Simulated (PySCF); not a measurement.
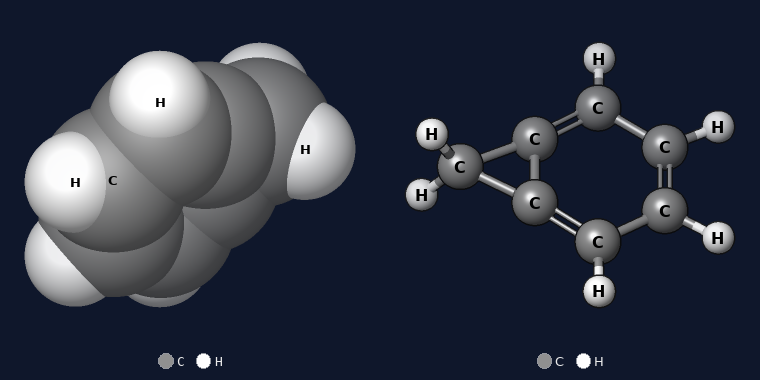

The same structure drawn twice, from different directions.

Computed geometry: GFN2-xTB optimisation. No frequency run is at hand to confirm it as a minimum.

Which formula does it have?

Answer. C7H6, 13 atoms: 7 carbon and 6 hydrogen.

Describe its rings.

Answer. Independent rings (smallest set): 1 of 3 members, 1 of 6 members, 1 of them aromatic.

More results for the same structure follow; atom numbers are the same in all pictures, views and colours differ.

### Symmetry

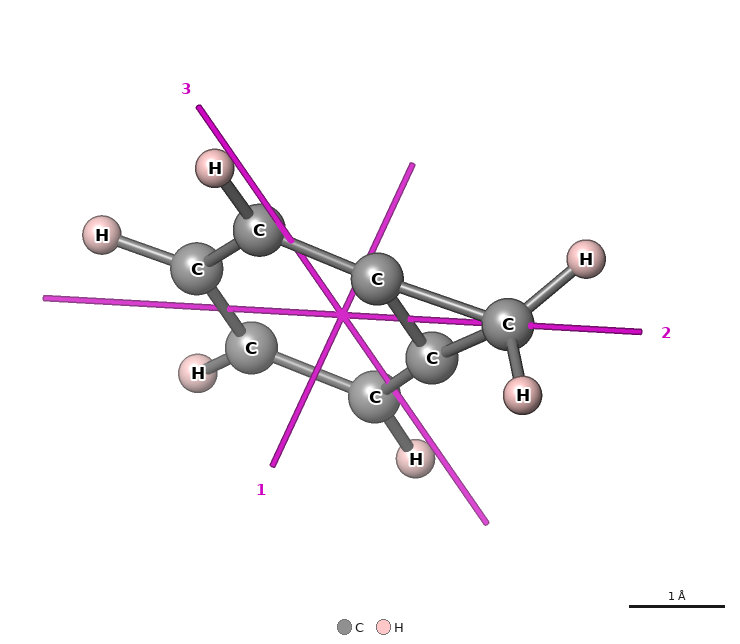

The three principal axes of inertia are drawn and numbered. Distant atoms are faded towards the background colour. No frequency run is at hand to confirm it as a minimum. Masses are those of the most abundant isotopes; constants are for the rigid equilibrium geometry.

Which line is the a axis (least moment of inertia), which b and which c?

Answer. a is line 2, b is line 3, c is line 1; the moments are 91.3, 155, 243 u Å².

What kind of rotor is it, and what are its rotational constants in MHz?

Answer. An asymmetric top (C2v): A = 5533, B = 3267, C = 2082 MHz. Ray's parameter κ is −0.31, nearer the prolate limit.

### Electronic properties

No frequency run is at hand to confirm it as a minimum. Properties computed with PBE0/def2-SVPD, gas phase (PySCF 2.14.0). Excitations: vertical, linear response.

What is the HOMO energy (Kohn–Sham orbital)?

Answer. −6.85 eV.

Estimate the LUMO energy (Kohn–Sham orbital).

Answer. −0.38 eV.

Estimate the mean static polarisability.

Answer. 75.5 bohr³.

What is the brightest of the 6 lowest singlets?

Answer. 6.88 eV.

### NMR shielding

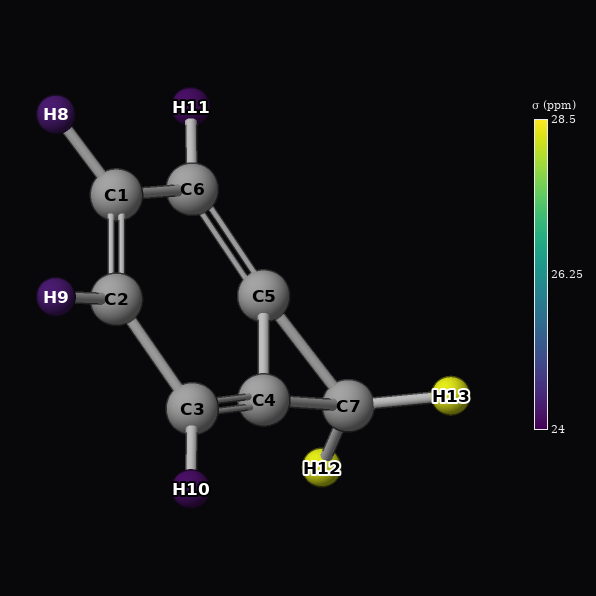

Atoms are coloured by their isotropic NMR shieldings (H only, the others grey). No frequency run is at hand to confirm it as a minimum. Level of theory: GIAO PBE0/pcSseg-1 NMR shielding, non-relativistic, gas phase (PySCF 2.14.0).

Give the isotropic NMR shieldings of the H atoms atom by atom.

| atom | σ (ppm) |
| --- | --- |
| H8 | 24.32 |
| H9 | 24.32 |
| H10 | 24.19 |
| H11 | 24.19 |
| H12 | 28.25 |
| H13 | 28.26 |

### Ring current

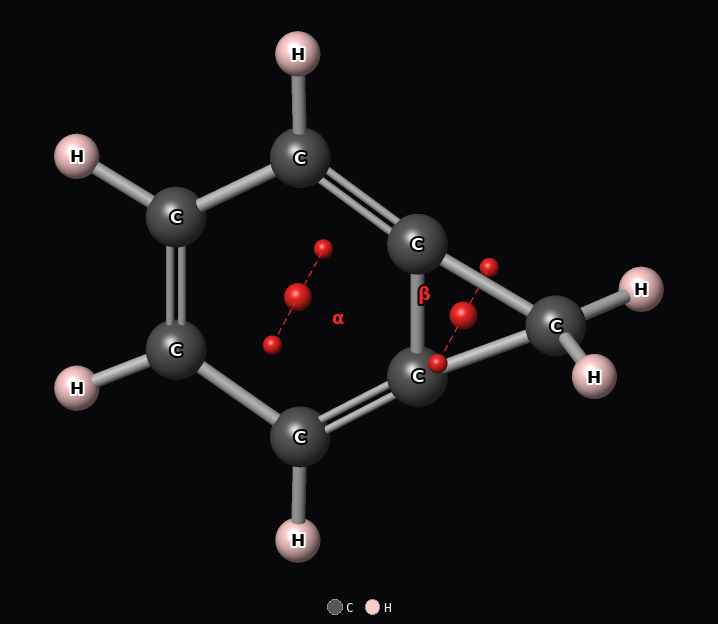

The small points mark where nucleus-independent chemical shifts (NICS) were computed: at the centre of each lettered ring and 1 Å above and below it. No frequency run is at hand to confirm it as a minimum. Method: GIAO PBE0/pcSseg-1 NMR shielding, non-relativistic, gas phase (PySCF 2.14.0).

Give NICS(0), NICS(1) and the out-of-plane component NICS(1)zz for each ring (means of the two sides).

```csv
ring,members,NICS(0),NICS(1),NICS(1)zz
α,C6,−8.3,−11.6,−27.7
β,C3,−21.0,−7.0,−13.7
```

Values in ppm.

What do the values say about the ring currents?

Answer. Ring α: diatropic, as in an aromatic ring. NICS is one index among several.
